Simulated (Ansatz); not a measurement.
# Deformation potentials of Ga2S3 (Imm2) by GW, part 3 of 3

Does the cheap functional get the change of gap under strain right for Ga2S3 (Imm2)?

Ansatz 0.2.0; a semilocal functional, HSE06 and G0W0, plane waves, PAW. Known limits of the many-body steps: not at the basis limit; no spin-orbit coupling.

So far. Step 11 (Uniaxial along z +0.5 %: LDA): The gap is indirect, with the least direct gap 0.14 eV higher. Step 12 (Uniaxial along z +0.5 %: G0W0): The gap on the mesh goes from 1.25 eV to 2.66 eV, a correction of +1.40 eV. Between the two edge states, bare exchange in place of the xc potential would open the gap by 7.38 eV, and correlation takes back 5.98 eV.

### 13. Uniaxial along z +0.5 %: HSE06

This step: DFT, HSE06, plane waves, PAW; PAW set soft_1.

Contents of input.yaml:

```yaml
crystal:
  lattice:
    - [-1.83633776, 5.57061928, 2.6864177223]
    - [1.83633776, -5.57061928, 2.6864177223]
    - [1.83633776, 5.57061928, -2.6864177223]
  atoms:
    - { symbol: Ga, position: [0.167194893, 0.0073464965, 0.1598483965] }
    - { symbol: Ga, position: [0.8474981, 0.0073464965, 0.8401516035] }
    - { symbol: S, position: [0.9099720127, 0.24350102, 0.6664709927] }
    - { symbol: S, position: [0.5770300273, 0.24350102, 0.3335290073] }
    - { symbol: S, position: [0.248303977, 0.248303977, 0.0] }
kpoints:
  mp_grid: { grid: [4, 4, 4] }
  band_path:
    path:
      - [0.0, 0.0, 0.0]
      - [0.5, -0.5, 0.5]
      - [0.27716678, -0.27716678, 0.72283322]
      - [-0.27716678, 0.27716678, 0.27716678]
      - [0.30756361, 0.30756361, -0.30756361]
      - [0.69243639, -0.30756361, 0.30756361]
      - [0.0, 0.5, 0.0]
      - [0.25, 0.25, 0.25]
    npoints: 1
hamiltonian:
  xc: hse06
  pseudopotentials: { kind: paw, azcp: { folder: soft_1 } }
scf:
  occupations: { method: fixed }
  n_extra_bands: 5
output:
  eigenvalues: true
```

Command:

```console
ansatz run input.yaml --threads 3 --pin off --max-ram 92160MiB --backend cuda --events-out ev --progress --plain --runs-dir out --devices 1 --max-vram 13GiB
```

Numbers of over 12 decimals in the logs are rounded to 6 here.

What it wrote:

```text
[...]
GPUs: using 1 of 1 available (devices: 1).
[...]
GPU FFT provider: cuFFT
GPU libraries: cuBLAS 13.8.2, cuFFT 12.4.0, cuSOLVER 12.3.4
Crystal: 5 atoms, lattice volume = 109.923 Å³
Basis set: ecut = 420 eV, 2133 PW (Γ), FFT grids on a1+a2, a2+a3, a3
Bands: 27, of which v1, the nominal top of the filled ones, is band 22 counted from 1 (21 counted from 0)
Symmetry: 4 space group operations
[...]
k-points: 18 of 64 (time reversal used)
[...]
Fermi energy:    5.018161 eV
[...]
--- Band table (eV; the first three rows and the last of 18) ---
  k-point 0: bands = [... 18 lower, 2.7340, 3.9042, 4.0053, 4.8864, 7.6241, 8.6858, 10.3003, 11.3828, ... 1 higher]
  k-point 1: bands = [... 18 lower, 1.9877, 3.1132, 3.4044, 3.8111, 9.0617, 9.9341, 10.4362, 10.4847, ... 1 higher]
  k-point 2: bands = [... 18 lower, 2.3741, 2.4669, 2.7869, 3.0690, 8.4100, 8.6855, 9.5532, 10.1200, ... 1 higher]
  k-point 17: bands = [... 18 lower, 2.7897, 2.9757, 3.0171, 5.0182, 8.2224, 8.5909, 8.6493, 11.0810, ... 1 higher]
[key lines of the parts left out:]
Free energy (F): -10278.347585 eV
```

Elapsed: 18 s, on 1 × NVIDIA H100 80GB HBM3 (shared by 6 runs) with 3 threads of AMD EPYC 7R13 (Zen 3), shared host; peak memory 1.6 GiB.

Numbers from this step:

```yaml
gap: 2.606 eV
valence_top_at: X
conduction_bottom_at: Γ
least_direct_gap: 2.738 eV
```

The gap stands +1.35 eV against LDA.

### 14. Biaxial in xy -2.0 %: LDA

This step: DFT, LDA, plane waves, PAW; PAW set soft_1.

The cell differs from the one that the last finished run ended in (a 6.451 → 6.339 Å, b 6.451 → 6.339 Å, c 6.451 → 6.339 Å, β 60.6 → 61.1°, γ 130.8 → 130.1°).

Contents of input.yaml:

```yaml
crystal:
  lattice:
    - [-1.7996110048, 5.4592068944, 2.67305246]
    - [1.7996110048, -5.4592068944, 2.67305246]
    - [1.7996110048, 5.4592068944, -2.67305246]
  atoms:
    - { symbol: Ga, position: [0.1678043686, 0.0080112159, 0.1597931527] }
    - { symbol: Ga, position: [0.8482180632, 0.0080112159, 0.8402068473] }
    - { symbol: S, position: [0.90022928, 0.2383757671, 0.6618535129] }
    - { symbol: S, position: [0.5765222542, 0.2383757671, 0.3381464871] }
    - { symbol: S, position: [0.257225044, 0.257225044, 0.0] }
kpoints:
  mp_grid: { grid: [8, 8, 8] }
  band_path:
    path:
      - [0.0, 0.0, 0.0]
      - [0.5, -0.5, 0.5]
      - [0.27716678, -0.27716678, 0.72283322]
      - [-0.27716678, 0.27716678, 0.27716678]
      - [0.30756361, 0.30756361, -0.30756361]
      - [0.69243639, -0.30756361, 0.30756361]
      - [0.0, 0.5, 0.0]
      - [0.25, 0.25, 0.25]
    npoints: 1
hamiltonian:
  xc: lda
  pseudopotentials: { kind: paw, azcp: { folder: soft_1 }, xc_functional: pbe }
scf:
  occupations: { method: fermi_dirac, width: 0.02 }
  n_extra_bands: 5
output:
  eigenvalues: true
  write_density: true
  write_potential: true
  elf: true
  volumetric_format: npy
```

What it wrote:

```text
[...]
GPUs: using 1 of 1 available (devices: 1).
[...]
GPU FFT provider: cuFFT
GPU libraries: cuBLAS 13.8.2, cuFFT 12.4.0, cuSOLVER 12.3.4
Crystal: 5 atoms, lattice volume = 105.045 Å³
Basis set: ecut = 420 eV, 2061 PW (Γ), FFT grids on a1+a2, a2, a2+a3
Bands: 27, of which v1, the nominal top of the filled ones, is band 22 counted from 1 (21 counted from 0)
Symmetry: 4 space group operations
[...]
--- Band table (eV; the first three rows and the last of 95) ---
  k-point 0: bands = [... 18 lower, 3.8268, 4.9674, 4.9816, 5.9459, 7.3980, 8.6559, 9.9910, 11.0918, ... 1 higher]
  k-point 1: bands = [... 18 lower, 3.2284, 4.7391, 4.8394, 5.4193, 8.1219, 9.4677, 10.3526, 10.8201, ... 1 higher]
  k-point 2: bands = [... 18 lower, 2.8103, 4.0791, 4.3788, 4.7988, 8.8159, 9.6268, 10.0151, 10.1515, ... 1 higher]
  k-point 94: bands = [... 18 lower, 3.7102, 3.8255, 4.1284, 6.0858, 8.0725, 8.2843, 8.4996, 10.8981, ... 1 higher]
[key lines of the parts left out:]
SCF converged after 9 iterations
Free energy (F): -10025.891569 eV
Fermi energy:    6.751339 eV
```

Wall time 7.1 s (1 × NVIDIA H100 80GB HBM3 (shared by 6 runs) with 3 threads); peak memory 0.95 GiB; 11 s of CPU time.

This step gave:

```yaml
gap: 1.312 eV
valence_top_at: X
conduction_bottom_at: Γ
least_direct_gap: 1.452 eV
```

The gap is indirect, with the least direct gap 0.14 eV higher.

### 15. Biaxial in xy -2.0 %: G0W0

This step: G0W0 on LDA, plane waves, PAW; PAW set soft_1.

input.yaml, the sections that differ from step 14:

```yaml
kpoints:
  mp_grid: { grid: [6, 6, 6] }
scf:
  occupations: { method: fixed }
gw:
  n_empty_bands: 411
  ecut_chi: 140
  qp_bands: [v2, c2]
  qp_kpoints: band_edges
  screening: { model: contour_deformation }
# crystal, hamiltonian: as in step 14
# output: removed
```

What it wrote:

```text
GPUs: using 1 of 1 available (devices: 1).
[...]
GPU FFT provider: cuFFT
GPU libraries: cuBLAS 13.8.2, cuFFT 12.4.0, cuSOLVER 12.3.4
Crystal: 5 atoms, lattice volume = 105.045 Å³
Basis set: ecut = 420 eV, 2061 PW (Γ)
Bands: 27, of which v1, the nominal top of the filled ones, is band 22 counted from 1 (21 counted from 0)
Symmetry: 4 space group operations
[...]
k-points: 46 of 216 (time reversal used)
[...]
3    24      8.1949    -9.0962    -4.0421   -13.8439  0.7870     8.9067     8.9005  root
[...]
45    21      4.1294   -19.3196     1.8731   -16.8018  0.7614     3.4789     3.4847  root
    45    22      6.0863   -18.8454     2.1325   -15.9800  0.7476     5.3445     5.3535  root
    45    23      8.0725    -6.9524    -3.9113   -11.3555  0.8036     8.5671     8.5644  root
    45    24      8.2845    -9.3458    -4.1573   -14.2315  0.7868     9.0195     9.0129  root
[key lines of the parts left out:]
SCF converged after 9 iterations
Free energy (F): -10025.888884 eV
Fermi energy:    6.086331 eV
```

The job ended after 2.7 min (1 × NVIDIA H100 80GB HBM3 (shared by 6 runs) with 3 threads; peak memory 2.9 GiB; 5.2 min of CPU time).

This step gave:

```yaml
bands_summed: 433
rpa_eps_infinity_on_this_mesh_eigenvalues: 6.003, 6.195, 6.427
plane_waves_in_the_screening_matrix: 401
g0w0_gap_on_the_mesh: 2.712 eV
k_of_the_valence_top: -0.5, -0.5, -0.5
k_of_the_conduction_bottom: 0, 0, 0
starting_gap_on_the_mesh: 1.312 eV
least_direct_g0w0_gap_on_the_computed_points: 2.843 eV
```

The gap on the mesh goes from 1.31 eV to 2.71 eV, a correction of +1.40 eV. Between the two edge states, bare exchange in place of the xc potential would open the gap by 7.45 eV, and correlation takes back 6.05 eV.

### 16. Biaxial in xy -2.0 %: HSE06

This step: DFT, HSE06, plane waves, PAW; PAW set soft_1.

Edit input.yaml of step 15 so:

```diff
@@ -12,13 +12,21 @@
 kpoints:
-  mp_grid: { grid: [6, 6, 6] }
+  mp_grid: { grid: [4, 4, 4] }
+  band_path:
+    path:
+      - [0.0, 0.0, 0.0]
+      - [0.5, -0.5, 0.5]
+      - [0.27716678, -0.27716678, 0.72283322]
+      - [-0.27716678, 0.27716678, 0.27716678]
+      - [0.30756361, 0.30756361, -0.30756361]
+      - [0.69243639, -0.30756361, 0.30756361]
+      - [0.0, 0.5, 0.0]
+      - [0.25, 0.25, 0.25]
+    npoints: 1
 hamiltonian:
-  xc: lda
-  pseudopotentials: { kind: paw, azcp: { folder: soft_1 }, xc_functional: pbe }
+  xc: hse06
+  pseudopotentials: { kind: paw, azcp: { folder: soft_1 } }
 scf:
   occupations: { method: fixed }
-gw:
-  n_empty_bands: 411
-  ecut_chi: 140
-  qp_bands: [v2, c2]
-  qp_kpoints: band_edges
-  screening: { model: contour_deformation }
+  n_extra_bands: 5
+output:
+  eigenvalues: true
```

What it wrote:

```text
[...]
GPUs: using 1 of 1 available (devices: 1).
[...]
GPU FFT provider: cuFFT
GPU libraries: cuBLAS 13.8.2, cuFFT 12.4.0, cuSOLVER 12.3.4
Crystal: 5 atoms, lattice volume = 105.045 Å³
Basis set: ecut = 420 eV, 2061 PW (Γ), FFT grids on a1+a2, a2+a3, a3
Bands: 27, of which v1, the nominal top of the filled ones, is band 22 counted from 1 (21 counted from 0)
Symmetry: 4 space group operations
[...]
k-points: 18 of 64 (time reversal used)
[...]
Fermi energy:    5.660386 eV
[...]
--- Band table (eV; the first three rows and the last of 18) ---
  k-point 0: bands = [... 18 lower, 3.3378, 4.5382, 4.5786, 5.5226, 8.3351, 9.4860, 10.8578, 12.0364, ... 1 higher]
  k-point 1: bands = [... 18 lower, 2.2826, 3.6350, 3.9328, 4.3425, 9.7632, 10.4486, 10.9595, 11.0231, ... 1 higher]
  k-point 2: bands = [... 18 lower, 2.7719, 2.8554, 3.2882, 3.4710, 8.7942, 9.0545, 10.2404, 10.6467, ... 1 higher]
  k-point 17: bands = [... 18 lower, 3.2750, 3.3554, 3.6730, 5.6604, 8.8085, 9.1592, 9.4539, 11.8509, ... 1 higher]
[key lines of the parts left out:]
Free energy (F): -10278.295925 eV
```

It took 23 s on 1 × NVIDIA H100 80GB HBM3 (shared by 6 runs) with 3 threads; peak memory 1.6 GiB; 26 s of CPU time.

This step gave:

```
gap                  : 2.675 eV
valence top at       : X
conduction bottom at : Γ
least direct gap     : 2.812 eV
```

The gap stands +1.36 eV against LDA.

### 17. Uniaxial along x +4.0 %: LDA

This step: DFT, LDA, plane waves, PAW; PAW set soft_1.

The cell differs from the one that the last finished run ended in (a 6.339 → 6.467 Å, b 6.339 → 6.467 Å, c 6.339 → 6.467 Å, α 147.0 → 145.6°, γ 130.1 → 131.2°).

Contents of input.yaml:

```yaml
crystal:
  lattice:
    - [-1.9097912704, 5.57061928, 2.67305246]
    - [1.9097912704, -5.57061928, 2.67305246]
    - [1.9097912704, 5.57061928, -2.67305246]
  atoms:
    - { symbol: Ga, position: [0.1656869005, 0.0046988814, 0.1609880191] }
    - { symbol: Ga, position: [0.8437108623, 0.0046988814, 0.8390119809] }
    - { symbol: S, position: [0.9162175807, 0.2483720619, 0.6678455188] }
    - { symbol: S, position: [0.5805265431, 0.2483720619, 0.3321544812] }
    - { symbol: S, position: [0.2438571234, 0.2438571234, 0.0] }
kpoints:
  mp_grid: { grid: [8, 8, 8] }
  band_path:
    path:
      - [0.0, 0.0, 0.0]
      - [0.5, -0.5, 0.5]
      - [0.27716678, -0.27716678, 0.72283322]
      - [-0.27716678, 0.27716678, 0.27716678]
      - [0.30756361, 0.30756361, -0.30756361]
      - [0.69243639, -0.30756361, 0.30756361]
      - [0.0, 0.5, 0.0]
      - [0.25, 0.25, 0.25]
    npoints: 1
hamiltonian:
  xc: lda
  pseudopotentials: { kind: paw, azcp: { folder: soft_1 }, xc_functional: pbe }
scf:
  occupations: { method: fermi_dirac, width: 0.02 }
  n_extra_bands: 5
output:
  eigenvalues: true
```

What it wrote:

```text
[...]
GPUs: using 1 of 1 available (devices: 1).
[...]
GPU FFT provider: cuFFT
GPU libraries: cuBLAS 13.8.2, cuFFT 12.4.0, cuSOLVER 12.3.4
Crystal: 5 atoms, lattice volume = 113.751 Å³
Basis set: ecut = 420 eV, 2205 PW (Γ), FFT grids on a1+a2, a2+a3, a3
Bands: 27, of which v1, the nominal top of the filled ones, is band 22 counted from 1 (21 counted from 0)
Symmetry: 4 space group operations
[...]
--- Band table (eV; the first three rows and the last of 95) ---
  k-point 0: bands = [... 18 lower, 2.6282, 4.0061, 4.0394, 4.7486, 6.0606, 6.9697, 9.0098, 9.8134, ... 1 higher]
  k-point 1: bands = [... 18 lower, 2.3042, 3.8018, 3.8849, 4.3679, 6.8099, 7.6977, 9.3549, 9.5642, ... 1 higher]
  k-point 2: bands = [... 18 lower, 2.2954, 3.1963, 3.5073, 3.9164, 7.6674, 8.6090, 8.9685, 9.3319, ... 1 higher]
  k-point 94: bands = [... 18 lower, 2.8924, 2.9206, 3.2757, 4.8905, 6.6138, 6.8355, 7.6380, 9.4721, ... 1 higher]
[key lines of the parts left out:]
SCF converged after 9 iterations
Free energy (F): -10025.732532 eV
Fermi energy:    5.486044 eV
```

It took 4.6 s on 1 × NVIDIA H100 80GB HBM3 (shared by 6 runs) with 3 threads; peak memory 0.94 GiB.

This step gave:

* gap: 1.170 eV
* valence top at: X
* conduction bottom at: Γ
* least direct gap: 1.312 eV

The gap is indirect, with the least direct gap 0.14 eV higher.

### 18. Uniaxial along x +4.0 %: G0W0

This step: G0W0 on LDA, plane waves, PAW; PAW set soft_1.

input.yaml, the sections that differ from step 17:

```yaml
kpoints:
  mp_grid: { grid: [6, 6, 6] }
scf:
  occupations: { method: fixed }
gw:
  n_empty_bands: 411
  ecut_chi: 140
  qp_bands: [v2, c2]
  qp_kpoints: band_edges
  screening: { model: contour_deformation }
# crystal, hamiltonian: as in step 17
# output: removed
```

What it wrote:

```text
GPUs: using 1 of 1 available (devices: 1).
[...]
GPU FFT provider: cuFFT
GPU libraries: cuBLAS 13.8.2, cuFFT 12.4.0, cuSOLVER 12.3.4
Crystal: 5 atoms, lattice volume = 113.751 Å³
Basis set: ecut = 420 eV, 2205 PW (Γ)
Bands: 27, of which v1, the nominal top of the filled ones, is band 22 counted from 1 (21 counted from 0)
Symmetry: 4 space group operations
[...]
k-points: 46 of 216 (time reversal used)
[...]
3    24      7.5821    -9.0870    -4.0900   -13.9036  0.7780     8.3171     8.3086  root
[...]
45    21      3.2760   -18.2215     2.1674   -15.3701  0.7417     2.5826     2.5921  root
    45    22      4.8909   -18.6409     2.2279   -15.6665  0.7388     4.1329     4.1445  root
    45    23      6.6138    -7.8979    -3.9649   -12.4698  0.7892     7.2261     7.2208  root
    45    24      6.8355   -10.5316    -4.0716   -15.3331  0.7732     7.5735     7.5654  root
[key lines of the parts left out:]
SCF converged after 9 iterations
Free energy (F): -10025.731039 eV
Fermi energy:    4.890866 eV
```

Elapsed: 3.7 min, on 1 × NVIDIA H100 80GB HBM3 (shared by 6 runs) with 3 threads; peak memory 3.4 GiB; 7 min of CPU time.

Numbers from this step:

```
bands summed                                 : 433
RPA ε∞ on this mesh (eigenvalues)            : 5.623, 5.933, 6.453
plane waves in the screening matrix          : 417
G0W0 gap on the mesh                         : 2.549 eV
k of the valence top                         : -0.5, -0.5, -0.5
k of the conduction bottom                   : 0, 0, 0
starting gap on the mesh                     : 1.170 eV
least direct G0W0 gap on the computed points : 2.678 eV
```

The gap on the mesh goes from 1.17 eV to 2.55 eV, a correction of +1.38 eV. Between the two edge states, bare exchange in place of the xc potential would open the gap by 7.27 eV, and correlation takes back 5.90 eV.

### 19. Uniaxial along x +4.0 %: HSE06

This step: DFT, HSE06, plane waves, PAW; PAW set soft_1.

Contents of input.yaml:

```yaml
crystal:
  lattice:
    - [-1.9097912704, 5.57061928, 2.67305246]
    - [1.9097912704, -5.57061928, 2.67305246]
    - [1.9097912704, 5.57061928, -2.67305246]
  atoms:
    - { symbol: Ga, position: [0.1656869005, 0.0046988814, 0.1609880191] }
    - { symbol: Ga, position: [0.8437108623, 0.0046988814, 0.8390119809] }
    - { symbol: S, position: [0.9162175807, 0.2483720619, 0.6678455188] }
    - { symbol: S, position: [0.5805265431, 0.2483720619, 0.3321544812] }
    - { symbol: S, position: [0.2438571234, 0.2438571234, 0.0] }
kpoints:
  mp_grid: { grid: [4, 4, 4] }
  band_path:
    path:
      - [0.0, 0.0, 0.0]
      - [0.5, -0.5, 0.5]
      - [0.27716678, -0.27716678, 0.72283322]
      - [-0.27716678, 0.27716678, 0.27716678]
      - [0.30756361, 0.30756361, -0.30756361]
      - [0.69243639, -0.30756361, 0.30756361]
      - [0.0, 0.5, 0.0]
      - [0.25, 0.25, 0.25]
    npoints: 1
hamiltonian:
  xc: hse06
  pseudopotentials: { kind: paw, azcp: { folder: soft_1 } }
scf:
  occupations: { method: fixed }
  n_extra_bands: 5
output:
  eigenvalues: true
  write_density: true
  write_potential: true
  elf: true
  volumetric_format: npy
```

What it wrote:

```text
[...]
GPUs: using 1 of 1 available (devices: 1).
[...]
GPU FFT provider: cuFFT
GPU libraries: cuBLAS 13.8.2, cuFFT 12.4.0, cuSOLVER 12.3.4
Crystal: 5 atoms, lattice volume = 113.751 Å³
Basis set: ecut = 420 eV, 2205 PW (Γ), FFT grids on a1+a2, a2, a2+a3
Bands: 27, of which v1, the nominal top of the filled ones, is band 22 counted from 1 (21 counted from 0)
Symmetry: 4 space group operations
[...]
k-points: 18 of 64 (time reversal used)
[...]
E sigma→0 (E₀):  -10278.312224 eV
Fermi energy:    4.443377 eV
[...]
--- Band table (eV; the first three rows and the last of 18) ---
  k-point 0: bands = [... 18 lower, 2.1375, 3.5668, 3.6290, 4.3074, 6.9403, 7.7789, 9.8935, 10.7242, ... 1 higher]
  k-point 1: bands = [... 18 lower, 1.7826, 2.7505, 3.0533, 3.4565, 8.5931, 9.5054, 9.8749, 10.1771, ... 1 higher]
  k-point 2: bands = [... 18 lower, 2.0990, 2.1336, 2.4891, 2.8388, 8.1624, 8.4585, 9.2156, 9.8453, ... 1 higher]
  k-point 17: bands = [... 18 lower, 2.4340, 2.4875, 2.8119, 4.4434, 7.3962, 7.7212, 8.4671, 10.3786, ... 1 higher]
[key lines of the parts left out:]
Free energy (F): -10278.312224 eV
```

Run time: 29 s. Hardware: 1 × NVIDIA H100 80GB HBM3 (shared by 6 runs) with 3 threads; peak memory 1.6 GiB; 39 s of CPU time.

Numbers from this step:

- gap: 2.497 eV
- valence top at: X
- conduction bottom at: Γ
- least direct gap: 2.633 eV

The gap stands +1.33 eV against LDA.

### 20. Gaps under strain

Gaps in eV; G0W0 is the start's gap plus the shift on one mesh and one count of bands for all cells.

```csv
strain,LDA,G0W0@LDA,HSE06,"change, LDA","change, G0W0@LDA","change, HSE06"
unstrained,1.26,2.66,2.62,-,-,-
hydrostatic +3.0 %,1.14,2.52,2.46,−0.122,−0.140,−0.157
hydrostatic +1.5 %,1.20,2.60,2.54,−0.058,−0.061,−0.072
uniaxial along z +0.5 %,1.25,2.66,2.61,−0.008,−0.008,−0.009
biaxial in xy -2.0 %,1.31,2.71,2.67,+0.052,+0.047,+0.060
uniaxial along x +4.0 %,1.17,2.55,2.50,−0.090,−0.116,−0.118
```

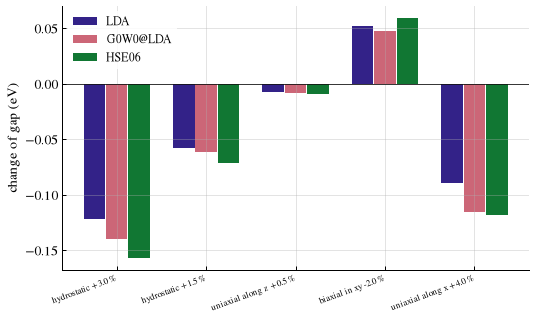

Change of the gap for each strain and level.

### 21. What came out

* unstrained: LDA 1.26, G0W0@LDA 2.66, HSE06 2.62 eV
* hydrostatic +3.0 %: LDA 1.14, G0W0@LDA 2.52, HSE06 2.46 eV
* hydrostatic +1.5 %: LDA 1.20, G0W0@LDA 2.60, HSE06 2.54 eV
* uniaxial along z +0.5 %: LDA 1.25, G0W0@LDA 2.66, HSE06 2.61 eV
* biaxial in xy -2.0 %: LDA 1.31, G0W0@LDA 2.71, HSE06 2.67 eV
* uniaxial along x +4.0 %: LDA 1.17, G0W0@LDA 2.55, HSE06 2.50 eV

What this shows: Hydrostatic +3.0 %: the G0W0@LDA gap changes by −0.14 eV. Hydrostatic +1.5 %: the G0W0@LDA gap changes by −0.06 eV. Uniaxial along z +0.5 %: the G0W0@LDA gap changes by under 0.03 eV, which these settings can't resolve. Biaxial in xy -2.0 %: the G0W0@LDA gap changes by +0.05 eV. The slope for hydrostatic strain is −0.047 eV for each per cent, between unstrained and hydrostatic +3.0 %. The slope for uniaxial x strain is −0.029 eV for each per cent, between unstrained and uniaxial along x +4.0 %. LDA misses the unstrained G0W0@LDA gap by −1.40 eV but its changes by 0.026 eV at most. HSE06 misses the unstrained G0W0@LDA gap by −0.05 eV but its changes by 0.017 eV at most. Levels are read on the mesh, at the zone's corners and at the band edges found on the unstrained path, so a valley that moves off them is missed. The count of screening plane waves jumps between cells, which leaves noise of a few hundredths of an eV in G0W0. The many-body steps are scalar-relativistic: spin-orbit coupling is not in them.

[Paths, hosts, dates, memory and timing lines, banners, echoed tables and standing remarks are left out of the program output.]

[Logs are printed without paths, hosts, clocks, repeated set-up lines and the standing remarks that a program may print on its own settings, such as how far it seeks lower states.]

[Runs of the session that timed out or met a known fault of the program may be left out.]

[Cells called generated may have been cut or substituted from an entry of the Crystallography Open Database or the Materials Project.]

[Hosts, paths, dates, database ids (printed as entryN), source tags and the programs' standing remarks are cut or masked in the printed files.]
